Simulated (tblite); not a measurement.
Geometry relaxation of C₂H₁₁NSi₄ (part 3 of 4)

The same run, continued: C₂H₁₁NSi₄; GFN2-xTB geometry optimisation, gas phase (tblite 0.8.0). It belongs to a series of runs on one base structure; here: H on Si replaced by N=CH2.

Geometry of the input (Å):
```
C  3.1518  -0.3560  1.3864
N  1.9367  0.0792  1.5549
Si 0.9072  0.0934  0.1760
C  -0.2081  -1.3760  0.3286
Si -1.4915  -1.1904  -0.9860
Si -2.3481  0.9714  -0.8116
Si -0.4513  1.9989  0.0767
H  3.5654  -0.7015  0.4296
H  3.8387  -0.3845  2.2480
H  1.7312  -0.0022  -1.0457
H  -0.6815  -1.4174  1.3234
H  0.3495  -2.3177  0.2105
H  -2.5749  -2.1978  -0.8355
H  -0.8607  -1.3566  -2.3347
H  -3.4815  1.0312  0.1562
H  -2.7320  1.5353  -2.1214
H  0.1006  3.0394  -0.8317
H  -0.7602  2.5577  1.4245
```

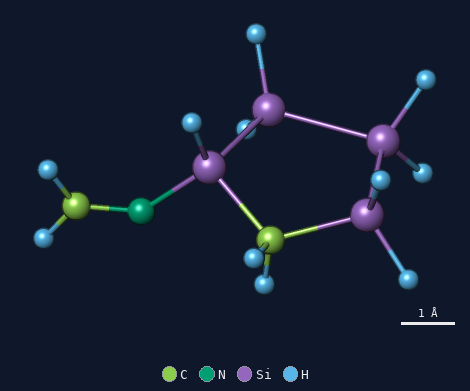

*The geometry at step 98 of the log (ball-and-stick view, seen at a tilt).*

**Trajectory as extended XYZ, continued**
```
18
Properties=species:S:1:pos:R:3:forces:R:3 step=76 energy=-534.96715
C     3.1472   -0.0562    1.6597    0.0060  -0.0010   0.0030
N     1.9333   -0.1441    1.3735   -0.0120  -0.0020  -0.0040
Si    1.0374   -0.0481   -0.0862    0.0030  -0.0030  -0.0030
C    -0.1887   -1.5126   -0.0090    0.0090  -0.0020   0.0000
Si   -1.8106   -1.2477   -0.9845    0.0110   0.0080  -0.0010
Si   -2.3015    1.0093   -0.7158    0.0050   0.0040   0.0000
Si   -0.2782    1.8617    0.0728   -0.0020   0.0000  -0.0020
H     3.9543    0.0331    0.9275    0.0030   0.0000   0.0030
H     3.4532   -0.0678    2.7028   -0.0100  -0.0070  -0.0020
H     1.8174   -0.1673   -1.3363   -0.0090   0.0000   0.0110
H    -0.4391   -1.6745    1.0402   -0.0050  -0.0010  -0.0020
H     0.2951   -2.4297   -0.3410    0.0060  -0.0030  -0.0040
H    -2.8055   -2.2124   -0.4934    0.0080  -0.0030  -0.0030
H    -1.5573   -1.6265   -2.3842   -0.0070   0.0060   0.0140
H    -3.4471    1.2516    0.1731    0.0040  -0.0040   0.0010
H    -2.7267    1.6370   -1.9755   -0.0080   0.0010  -0.0040
H     0.2782    2.9813   -0.7038   -0.0140  -0.0030  -0.0060
H    -0.3701    2.4191    1.4285    0.0130   0.0100  -0.0010
18
Properties=species:S:1:pos:R:3:forces:R:3 step=79 energy=-534.96737
C     3.1436   -0.0535    1.6617   -0.0050   0.0050   0.0040
N     1.9291   -0.1424    1.3771    0.0160  -0.0100  -0.0030
Si    1.0373   -0.0505   -0.0850   -0.0160   0.0070   0.0080
C    -0.1866   -1.5165   -0.0121    0.0020   0.0050  -0.0100
Si   -1.8102   -1.2460   -0.9822   -0.0050   0.0040   0.0030
Si   -2.3016    1.0099   -0.7135    0.0070   0.0100  -0.0050
Si   -0.2772    1.8603    0.0722    0.0050   0.0110   0.0060
H     3.9506    0.0356    0.9292   -0.0080  -0.0040   0.0050
H     3.4492   -0.0623    2.7046   -0.0020  -0.0070   0.0080
H     1.8194   -0.1691   -1.3317    0.0060  -0.0010  -0.0120
H    -0.4342   -1.6870    1.0358   -0.0040  -0.0010   0.0120
H     0.2953   -2.4306   -0.3541    0.0170  -0.0100  -0.0010
H    -2.8046   -2.2103   -0.4905    0.0020  -0.0080   0.0020
H    -1.5618   -1.6245   -2.3817   -0.0020   0.0030  -0.0060
H    -3.4466    1.2525    0.1751   -0.0030  -0.0030   0.0080
H    -2.7270    1.6380   -1.9731   -0.0070  -0.0010  -0.0020
H     0.2793    2.9765   -0.7089   -0.0120  -0.0010  -0.0110
H    -0.3628    2.4260    1.4254    0.0090   0.0020  -0.0060
18
Properties=species:S:1:pos:R:3:forces:R:3 step=82 energy=-534.96768
C     3.1446   -0.0578    1.6630   -0.0220  -0.0020  -0.0010
N     1.9300   -0.1424    1.3766    0.0350  -0.0030  -0.0030
Si    1.0359   -0.0478   -0.0839    0.0110  -0.0010   0.0000
C    -0.1846   -1.5161   -0.0109   -0.0100  -0.0030   0.0020
Si   -1.8079   -1.2438   -0.9802   -0.0120  -0.0130  -0.0060
Si   -2.3033    1.0102   -0.7113   -0.0100   0.0100   0.0070
Si   -0.2802    1.8620    0.0741    0.0100  -0.0010  -0.0020
H     3.9540    0.0293    0.9324   -0.0190  -0.0020   0.0070
H     3.4481   -0.0703    2.7066   -0.0010  -0.0050   0.0050
H     1.8155   -0.1659   -1.3338   -0.0030   0.0030   0.0050
H    -0.4344   -1.6865    1.0371    0.0120  -0.0060  -0.0080
H     0.2970   -2.4303   -0.3547    0.0110   0.0100   0.0150
H    -2.7986   -2.2141   -0.4927   -0.0020  -0.0030   0.0040
H    -1.5583   -1.6175   -2.3802    0.0000   0.0000  -0.0170
H    -3.4522    1.2475    0.1742    0.0030  -0.0010   0.0080
H    -2.7282    1.6395   -1.9703   -0.0050  -0.0010  -0.0050
H     0.2705    2.9707   -0.7196   -0.0010   0.0170  -0.0210
H    -0.3565    2.4395    1.4219    0.0040   0.0010   0.0070
18
Properties=species:S:1:pos:R:3:forces:R:3 step=85 energy=-534.96808
C     3.1405   -0.0569    1.6697    0.0020  -0.0050   0.0060
N     1.9300   -0.1469    1.3708   -0.0050  -0.0040   0.0050
Si    1.0382   -0.0488   -0.0904    0.0080  -0.0060  -0.0020
C    -0.1822   -1.5179   -0.0157   -0.0010  -0.0050   0.0070
Si   -1.8102   -1.2430   -0.9777    0.0090  -0.0070  -0.0110
Si   -2.3044    1.0123   -0.7060    0.0020  -0.0090   0.0050
Si   -0.2768    1.8616    0.0728    0.0040   0.0100  -0.0160
H     3.9554    0.0413    0.9474   -0.0020  -0.0030  -0.0010
H     3.4347   -0.0773    2.7162   -0.0050  -0.0010  -0.0020
H     1.8156   -0.1663   -1.3423   -0.0060   0.0060   0.0160
H    -0.4272   -1.6930    1.0331    0.0120   0.0060  -0.0160
H     0.3009   -2.4307   -0.3625   -0.0040   0.0170   0.0060
H    -2.7982   -2.2129   -0.4849   -0.0050  -0.0050  -0.0010
H    -1.5643   -1.6139   -2.3800   -0.0070  -0.0010  -0.0020
H    -3.4548    1.2457    0.1781    0.0020   0.0050   0.0130
H    -2.7294    1.6413   -1.9656   -0.0040  -0.0020   0.0020
H     0.2614    2.9681   -0.7346    0.0010   0.0040  -0.0030
H    -0.3379    2.4437    1.4199    0.0000   0.0000  -0.0040
18
Properties=species:S:1:pos:R:3:forces:R:3 step=88 energy=-534.96824
C     3.1358   -0.0519    1.6743    0.0030  -0.0030   0.0030
N     1.9265   -0.1486    1.3728   -0.0160  -0.0070   0.0060
Si    1.0389   -0.0529   -0.0908   -0.0080   0.0110   0.0060
C    -0.1808   -1.5226   -0.0219    0.0050   0.0090  -0.0070
Si   -1.8124   -1.2431   -0.9767   -0.0020  -0.0010   0.0040
Si   -2.3035    1.0135   -0.7027    0.0010  -0.0100   0.0000
Si   -0.2722    1.8611    0.0702   -0.0050   0.0020  -0.0060
H     3.9511    0.0499    0.9532    0.0060  -0.0030   0.0000
H     3.4270   -0.0691    2.7213    0.0030  -0.0020   0.0050
H     1.8195   -0.1691   -1.3390    0.0070   0.0040  -0.0060
H    -0.4193   -1.7075    1.0258   -0.0050   0.0090   0.0080
H     0.3028   -2.4309   -0.3776    0.0030  -0.0030  -0.0070
H    -2.8005   -2.2106   -0.4784   -0.0010  -0.0030  -0.0040
H    -1.5753   -1.6148   -2.3801   -0.0040  -0.0010  -0.0050
H    -3.4522    1.2494    0.1839    0.0110   0.0020   0.0060
H    -2.7304    1.6418   -1.9629   -0.0020  -0.0060   0.0130
H     0.2643    2.9660   -0.7402    0.0040   0.0040  -0.0050
H    -0.3282    2.4456    1.4170   -0.0010  -0.0030  -0.0120
18
Properties=species:S:1:pos:R:3:forces:R:3 step=92 energy=-534.96874
C     3.1281   -0.0559    1.6835   -0.0010  -0.0100  -0.0040
N     1.9190   -0.1536    1.3808   -0.0090   0.0180  -0.0030
Si    1.0369   -0.0487   -0.0864    0.0230   0.0050  -0.0150
C    -0.1757   -1.5237   -0.0282   -0.0050   0.0110  -0.0070
Si   -1.8115   -1.2456   -0.9746   -0.0180   0.0000  -0.0010
Si   -2.3044    1.0092   -0.6931   -0.0100   0.0070   0.0070
Si   -0.2710    1.8682    0.0603   -0.0020  -0.0220   0.0000
H     3.9438    0.0461    0.9626    0.0000   0.0010   0.0070
H     3.4188   -0.0743    2.7306    0.0020  -0.0060   0.0050
H     1.8224   -0.1644   -1.3323    0.0110   0.0080   0.0000
H    -0.4080   -1.7184    1.0189   -0.0120  -0.0040   0.0100
H     0.3115   -2.4253   -0.3954    0.0050  -0.0100   0.0000
H    -2.7976   -2.2170   -0.4783    0.0070   0.0040  -0.0030
H    -1.5833   -1.6074   -2.3824    0.0010  -0.0030   0.0030
H    -3.4487    1.2495    0.1983    0.0150  -0.0060   0.0100
H    -2.7382    1.6391   -1.9493   -0.0070  -0.0030  -0.0040
H     0.2577    2.9633   -0.7677    0.0090   0.0030  -0.0070
H    -0.3084    2.4654    1.4012   -0.0100   0.0070   0.0000
18
Properties=species:S:1:pos:R:3:forces:R:3 step=95 energy=-534.96900
C     3.1280   -0.0639    1.6830    0.0100   0.0010   0.0070
N     1.9184   -0.1530    1.3803   -0.0010   0.0170  -0.0020
Si    1.0383   -0.0431   -0.0878   -0.0040  -0.0110  -0.0040
C    -0.1753   -1.5185   -0.0246    0.0010  -0.0070   0.0040
Si   -1.8099   -1.2467   -0.9759    0.0090   0.0090  -0.0040
Si   -2.3063    1.0064   -0.6923    0.0060   0.0090  -0.0040
Si   -0.2738    1.8700    0.0568    0.0100   0.0070  -0.0020
H     3.9442    0.0387    0.9629    0.0010  -0.0030   0.0020
H     3.4204   -0.0884    2.7299   -0.0090  -0.0070  -0.0020
H     1.8214   -0.1583   -1.3342    0.0190   0.0040  -0.0060
H    -0.4112   -1.7060    1.0240   -0.0020  -0.0010  -0.0180
H     0.3144   -2.4229   -0.3839   -0.0110   0.0090   0.0070
H    -2.7945   -2.2203   -0.4841   -0.0030  -0.0080   0.0020
H    -1.5758   -1.6038   -2.3839    0.0000  -0.0060   0.0030
H    -3.4463    1.2452    0.2025   -0.0050  -0.0020   0.0210
H    -2.7419    1.6364   -1.9475   -0.0120  -0.0020  -0.0050
H     0.2510    2.9665   -0.7747    0.0000  -0.0160   0.0110
H    -0.3099    2.4682    1.3979   -0.0100   0.0060  -0.0090
18
Properties=species:S:1:pos:R:3:forces:R:3 step=98 energy=-534.96962
C     3.1211   -0.0732    1.6919   -0.0100   0.0330   0.0050
N     1.9106   -0.1470    1.3872    0.0270  -0.0090  -0.0080
Si    1.0418   -0.0387   -0.0882   -0.0370  -0.0030   0.0150
C    -0.1715   -1.5160   -0.0298    0.0050  -0.0090  -0.0030
Si   -1.8104   -1.2465   -0.9762    0.0190   0.0110   0.0090
Si   -2.3097    1.0054   -0.6827    0.0060   0.0020  -0.0090
Si   -0.2716    1.8733    0.0455    0.0030   0.0250   0.0100
H     3.9385    0.0284    0.9732    0.0060  -0.0160   0.0000
H     3.4124   -0.1021    2.7388   -0.0120  -0.0100   0.0010
H     1.8340   -0.1463   -1.3291    0.0210  -0.0110  -0.0080
H    -0.4071   -1.7120    1.0174    0.0080   0.0160  -0.0170
H     0.3217   -2.4168   -0.3930   -0.0160   0.0030  -0.0040
H    -2.7879   -2.2294   -0.4882   -0.0020  -0.0020   0.0070
H    -1.5813   -1.5978   -2.3861    0.0070  -0.0040  -0.0040
H    -3.4378    1.2412    0.2293    0.0010  -0.0020  -0.0010
H    -2.7568    1.6307   -1.9371   -0.0190  -0.0020   0.0160
H     0.2464    2.9604   -0.8023    0.0020  -0.0160   0.0060
H    -0.3010    2.4929    1.3776   -0.0080  -0.0050  -0.0140
18
Properties=species:S:1:pos:R:3:forces:R:3 step=101 energy=-534.97007
C     3.1115   -0.0722    1.7048   -0.0180   0.0070  -0.0110
N     1.9028   -0.1462    1.3926    0.0230  -0.0060  -0.0110
Si    1.0421   -0.0379   -0.0883    0.0180   0.0060  -0.0090
C    -0.1660   -1.5190   -0.0415   -0.0040   0.0020  -0.0090
Si   -1.8123   -1.2456   -0.9731   -0.0070  -0.0060  -0.0050
Si   -2.3112    1.0059   -0.6704   -0.0020  -0.0060   0.0030
Si   -0.2668    1.8776    0.0361   -0.0110  -0.0090  -0.0020
H     3.9331    0.0279    0.9902    0.0010  -0.0080   0.0090
H     3.3967   -0.1067    2.7532   -0.0110   0.0010   0.0000
H     1.8481   -0.1420   -1.3240   -0.0060  -0.0100   0.0250
H    -0.3949   -1.7308    1.0035    0.0070   0.0160   0.0060
H     0.3274   -2.4124   -0.4202   -0.0040  -0.0140  -0.0090
H    -2.7844   -2.2357   -0.4839    0.0130   0.0200   0.0040
H    -1.5950   -1.5936   -2.3867    0.0080   0.0040   0.0070
H    -3.4319    1.2409    0.2520    0.0120  -0.0060  -0.0070
H    -2.7714    1.6277   -1.9212   -0.0220   0.0040   0.0080
H     0.2445    2.9501   -0.8313    0.0130   0.0040  -0.0130
H    -0.2810    2.5183    1.3566   -0.0110   0.0010   0.0140
18
Properties=species:S:1:pos:R:3:forces:R:3 step=104 energy=-534.97082
C     3.0965   -0.0691    1.7214    0.0070  -0.0630  -0.0060
N     1.8934   -0.1463    1.3910    0.0020   0.0060   0.0020
Si    1.0473   -0.0354   -0.0978    0.0230   0.0040  -0.0110
C    -0.1588   -1.5198   -0.0592    0.0080   0.0150   0.0000
Si   -1.8149   -1.2446   -0.9714    0.0040  -0.0090  -0.0090
Si   -2.3123    1.0034   -0.6559    0.0000   0.0070  -0.0040
Si   -0.2609    1.8813    0.0193   -0.0010  -0.0150  -0.0180
H     3.9298    0.0321    1.0201   -0.0090   0.0130   0.0110
H     3.3660   -0.1219    2.7734   -0.0080   0.0320  -0.0040
H     1.8721   -0.1370   -1.3202   -0.0130  -0.0130   0.0100
H    -0.3778   -1.7392    0.9861    0.0050   0.0070   0.0120
H     0.3318   -2.4100   -0.4490    0.0050  -0.0080  -0.0090
H    -2.7800   -2.2357   -0.4738    0.0000   0.0070   0.0080
H    -1.6107   -1.5895   -2.3874    0.0050   0.0050  -0.0010
H    -3.4139    1.2380    0.2876   -0.0050  -0.0080   0.0060
H    -2.7999    1.6221   -1.8970   -0.0220   0.0130  -0.0030
H     0.2443    2.9391   -0.8706    0.0070   0.0000  -0.0020
H    -0.2606    2.5385    1.3314   -0.0090   0.0060   0.0160
18
Properties=species:S:1:pos:R:3:forces:R:3 step=107 energy=-534.97143
C     3.0879   -0.0732    1.7311    0.0010  -0.0180   0.0110
N     1.8884   -0.1468    1.3878   -0.0050  -0.0110   0.0050
Si    1.0543   -0.0339   -0.1068   -0.0190  -0.0020   0.0100
C    -0.1536   -1.5182   -0.0710    0.0110   0.0010   0.0060
Si   -1.8162   -1.2445   -0.9729    0.0170   0.0080   0.0100
Si   -2.3132    1.0020   -0.6491   -0.0040   0.0130  -0.0110
Si   -0.2562    1.8815    0.0055    0.0050   0.0130   0.0100
H     3.9290    0.0378    1.0415   -0.0020  -0.0040  -0.0020
H     3.3432   -0.1273    2.7862    0.0070   0.0190   0.0080
H     1.8897   -0.1350   -1.3185    0.0070  -0.0190  -0.0310
H    -0.3679   -1.7376    0.9760    0.0070   0.0020  -0.0060
H     0.3338   -2.4096   -0.4640    0.0020   0.0140   0.0020
H    -2.7781   -2.2326   -0.4653   -0.0060  -0.0060   0.0070
H    -1.6228   -1.5891   -2.3897    0.0070   0.0010  -0.0110
H    -3.3976    1.2354    0.3148   -0.0060  -0.0110  -0.0020
H    -2.8233    1.6190   -1.8824   -0.0180   0.0140   0.0060
H     0.2486    2.9339   -0.8925   -0.0020  -0.0070   0.0130
H    -0.2548    2.5444    1.3176    0.0000  -0.0080  -0.0270
18
Properties=species:S:1:pos:R:3:forces:R:3 step=111 energy=-534.97211
C     3.0724   -0.0807    1.7514   -0.0020   0.0290   0.0040
N     1.8777   -0.1503    1.3909   -0.0130  -0.0060   0.0060
Si    1.0594   -0.0308   -0.1124    0.0330  -0.0070  -0.0160
C    -0.1423   -1.5190   -0.0888   -0.0130   0.0030   0.0020
Si   -1.8154   -1.2420   -0.9685   -0.0170   0.0030  -0.0130
Si   -2.3168    1.0035   -0.6334   -0.0100  -0.0050  -0.0020
Si   -0.2505    1.8865   -0.0111   -0.0010  -0.0190  -0.0210
H     3.9226    0.0364    1.0738   -0.0020  -0.0190   0.0020
H     3.3124   -0.1322    2.8104    0.0070   0.0000   0.0020
H     1.9104   -0.1359   -1.3160   -0.0170  -0.0040   0.0000
H    -0.3438   -1.7547    0.9566    0.0020  -0.0090   0.0070
H     0.3424   -2.4021   -0.5022    0.0180   0.0060   0.0060
H    -2.7712   -2.2351   -0.4541    0.0140   0.0140  -0.0050
H    -1.6373   -1.5791   -2.3907    0.0020   0.0050   0.0140
H    -3.3869    1.2269    0.3494    0.0040  -0.0110   0.0050
H    -2.8598    1.6211   -1.8523   -0.0050   0.0130   0.0010
H     0.2464    2.9158   -0.9384    0.0030   0.0080   0.0030
H    -0.2285    2.5780    1.2837   -0.0010   0.0010   0.0060
18
Properties=species:S:1:pos:R:3:forces:R:3 step=114 energy=-534.97265
C     3.0568   -0.0850    1.7674    0.0110   0.0020   0.0030
N     1.8646   -0.1508    1.3984   -0.0110   0.0160  -0.0010
Si    1.0670   -0.0285   -0.1164   -0.0110   0.0010   0.0020
C    -0.1345   -1.5169   -0.1011    0.0040  -0.0010   0.0030
Si   -1.8143   -1.2375   -0.9676    0.0060  -0.0010  -0.0040
Si   -2.3206    1.0038   -0.6231   -0.0020  -0.0050   0.0000
Si   -0.2463    1.8878   -0.0307    0.0040  -0.0140  -0.0170
H     3.9112    0.0225    1.0941    0.0100  -0.0070   0.0020
H     3.2916   -0.1376    2.8275   -0.0030   0.0060   0.0040
H     1.9291   -0.1354   -1.3107   -0.0040  -0.0040  -0.0060
H    -0.3264   -1.7654    0.9431   -0.0080  -0.0050   0.0060
H     0.3538   -2.3923   -0.5261    0.0010  -0.0050  -0.0020
H    -2.7620   -2.2339   -0.4485   -0.0030  -0.0010  -0.0030
H    -1.6431   -1.5679   -2.3911    0.0000  -0.0020  -0.0040
H    -3.3695    1.2151    0.3842   -0.0030  -0.0050   0.0120
H    -2.8967    1.6223   -1.8262    0.0030   0.0130   0.0010
H     0.2466    2.9026   -0.9751    0.0040   0.0160  -0.0130
H    -0.2161    2.6032    1.2503    0.0020  -0.0020   0.0190
18
Properties=species:S:1:pos:R:3:forces:R:3 step=117 energy=-534.97282
C     3.0625   -0.0833    1.7614   -0.0080   0.0050  -0.0020
N     1.8687   -0.1498    1.3965    0.0100   0.0160   0.0000
Si    1.0658   -0.0300   -0.1158   -0.0060  -0.0010   0.0020
C    -0.1376   -1.5163   -0.0955    0.0000  -0.0080   0.0050
Si   -1.8135   -1.2379   -0.9703    0.0060  -0.0010   0.0060
Si   -2.3206    1.0042   -0.6302    0.0040  -0.0040   0.0010
Si   -0.2477    1.8853   -0.0276    0.0040   0.0200   0.0100
H     3.9148    0.0221    1.0848    0.0060  -0.0080   0.0060
H     3.3004   -0.1317    2.8211   -0.0020   0.0040  -0.0020
H     1.9219   -0.1388   -1.3143   -0.0020  -0.0040  -0.0050
H    -0.3347   -1.7577    0.9497   -0.0060  -0.0030  -0.0030
H     0.3511   -2.3957   -0.5126   -0.0040   0.0000  -0.0010
H    -2.7641   -2.2311   -0.4504   -0.0030  -0.0030  -0.0050
H    -1.6384   -1.5723   -2.3921    0.0020  -0.0030  -0.0080
H    -3.3718    1.2155    0.3754   -0.0010  -0.0040   0.0000
H    -2.8885    1.6252   -1.8362   -0.0010   0.0080   0.0080
H     0.2501    2.9110   -0.9590   -0.0020   0.0010   0.0000
H    -0.2274    2.5877    1.2632    0.0040  -0.0140  -0.0140
```
